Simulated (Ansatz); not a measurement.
# H2O (water) at BHLYP/3-21G

What is the vertical electron affinity of H2O (water) at BHLYP/3-21G? 

Program for the calculation: Ansatz 0.2.0.

## Step 1: Starting point

H2O has 3 atoms, charge 0, and is taken as a singlet. As SMILES, `O`. The coordinates come from a PBE0-D4/def2-TZVP relaxation.

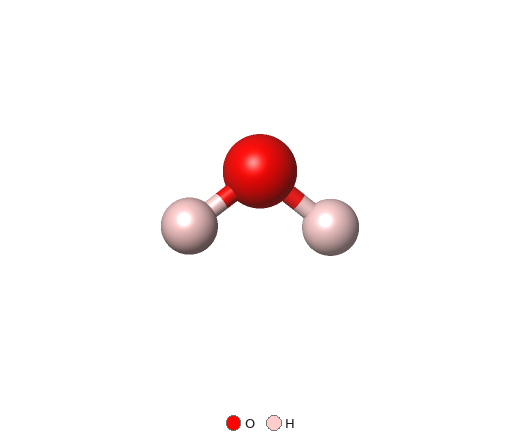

The structure, seen from a chosen angle (oxygen red, hydrogen pink).

## Step 2: The energy at BHLYP/3-21G

molecule.yaml reads:

```yaml
crystal:
  periodic: [false, false, false]
  atoms:
    - {symbol: O, position_ang: [-0.302700, 0.200200, -0.140600]}
    - {symbol: H, position_ang: [0.466500, 0.548400, 0.315300]}
    - {symbol: H, position_ang: [-0.163800, -0.748600, -0.174700]}
basis:
  gaussian: {orbitals: 3-21G.json}
magnetization: {spin_polarized: false, initial_magnetization: 0}
hamiltonian: {xc: {name: BHLYP}}
accuracy: high
```

The basis set 3-21G is read from a file made from the Basis Set Exchange's data (not shown).

The run is started by

```
$ ansatz run molecule.yaml --threads 1 --pin off --max-ram 2610MiB --events-out events.jsonl --progress --plain --runs-dir runs
```

What it wrote:

```text
Warning: RAYON_NUM_THREADS=1 ignored (pool sized by the plan → 1); use --threads N
Functional definition: BHLYP
  name "BHLYP"
  parameter a = 0.5
  exchange = (1 - a)*b88_x + a*exact_x
  correlation = lyp_c
190 factors; integrals over basis functions are off by at most 5.7e-9 eV
mean field evaluation 1: about -2064.1828 eV, gradient 3.6e1 eV
mean field evaluation 2: about -2064.8189 eV, gradient 3.2e1 eV
mean field evaluation 4: about -2066.2871 eV, gradient 4.5e-1 eV
mean field evaluation 8: about -2066.2848 eV, gradient 6.1e-3 eV
mean field evaluation 16: about -2066.2848 eV, gradient 1.3e-8 eV
mean field -2066.28481369 eV, -75.9345663250 hartree, gradient 1.3e-8 eV, S^2 0.000000; 0 other end points of the search recorded, 0 dependent functions left out
reference -2066.28482427 eV, -75.9345667137 hartree; 5, 5 occupied and 8, 8 virtual orbitals, 190 factors
Total energy: -2066.28482427 eV, -75.9345667137 hartree
```

Run time: 0.52 s. Hardware: 1 thread of Arm Neoverse N1, shared host.

## Step 3: The doublet anion

Edit molecule.yaml of step 2 so:

```diff
@@ -7,5 +7,10 @@
 basis:
-  gaussian: {orbitals: 3-21G.json}
-magnetization: {spin_polarized: false, initial_magnetization: 0}
-hamiltonian: {xc: {name: BHLYP}}
+  gaussian:
+    orbitals: 3-21G.json
+total_charge: -1
+magnetization:
+  spin_polarized: true
+  initial_magnetization: 1
+hamiltonian:
+  xc: {name: BHLYP}
 accuracy: high
```

The basis set 3-21G is read from a file made from the Basis Set Exchange's data (not shown).

The run is started by

```
$ ansatz run molecule.yaml --threads 1 --pin off --max-ram 2610MiB --events-out events.jsonl --progress --plain --runs-dir runs
```

What it wrote:

```text
Warning: RAYON_NUM_THREADS=1 ignored (pool sized by the plan → 1); use --threads N
Functional definition: BHLYP
  name "BHLYP"
  parameter a = 0.5
  exchange = (1 - a)*b88_x + a*exact_x
  correlation = lyp_c
190 factors; integrals over basis functions are off by at most 5.7e-9 eV
mean field evaluation 1: about -2059.6056 eV, gradient 1.3e1 eV
mean field evaluation 2: about -2059.8674 eV, gradient 1.0e1 eV
mean field evaluation 4: about -2060.1603 eV, gradient 2.5e-1 eV
mean field evaluation 8: about -2060.1624 eV, gradient 5.7e-3 eV
mean field evaluation 16: about -2060.1624 eV, gradient 2.3e-7 eV
mean field -2060.16237745 eV, -75.7095709431 hartree, gradient 5.5e-9 eV, S^2 0.752443; 0 other end points of the search recorded, 0 dependent functions left out
reference -2060.16239173 eV, -75.7095714679 hartree; 6, 5 occupied and 7, 8 virtual orbitals, 190 factors
Total energy: -2060.16239173 eV, -75.7095714679 hartree
```

Wall time 0.99 s (1 thread of Arm Neoverse N1, shared host).

## Step 4: Results

Level: BHLYP/3-21G.

```
                                         quantity         value
                        singlet H2O: total energy  -75.93457 Eh
                      doublet anion: total energy  -75.70957 Eh
                              doublet anion: ⟨S²⟩         0.752
vertical electron affinity (to the doublet anion)     -6.122 eV
```

**Reading.** The anion lies 6.12 eV (591 kJ/mol) above the neutral: the electron isn't bound at this level, and such a value depends on the basis. Without diffuse functions anions come out too high.
